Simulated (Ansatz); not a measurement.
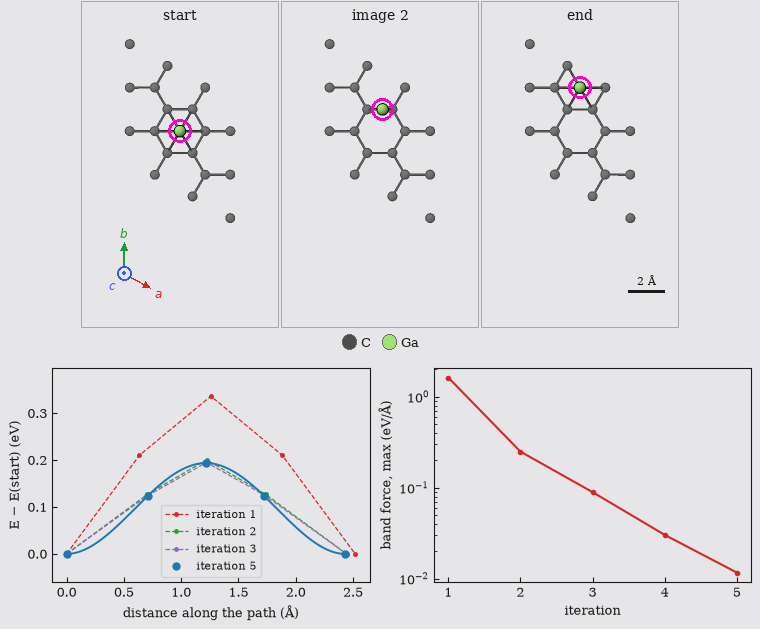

NEB run on Ga on graphene monolayer (19 atoms in the cell). Images are numbered from 0 (start) to 4 (end). The plot follows the band through its iterations. A ball-and-stick model of the simulation cell, with the vacuum cut short (origin moved), seen along the c axis. The moving atom is ringed, with any periodic copies. Bonds to atoms that aren't drawn are left out.

The calculation used DFT PBEsol, scalar-relativistic, plane waves, PAW (Ansatz 0.2.0). Settings: plane-wave cutoff 420 eV; k-point mesh 2 × 2 × 1; Gaussian smearing 0.05 eV; spin collinear; 3 movable images; climbing image; force threshold 0.03 eV/Å; iteration limit 75; starting path by image-dependent pair potential.

Q: Judge this run.

A: The run is converged, with reservations. The band converged in 5 iterations. The largest component of the band force went from 1.6 to 0.012 eV/Å. The climbing image converged on the top of the path. A check of its curvatures didn't confirm a first-order saddle. The first iteration put the highest image at 0.336 eV. The two ends have the same energy, and the highest point, image 2, lies 0.194 eV above the start.

Limits of the set-up: the k-point mesh is coarse for a cell with partly filled bands; the periodic images lie only 7.4 Å apart, so the values are limited by the cell's size.

Cost: 3.2 min on 2 threads of Arm Neoverse V2 (shared host), peak memory 1.7 GiB.
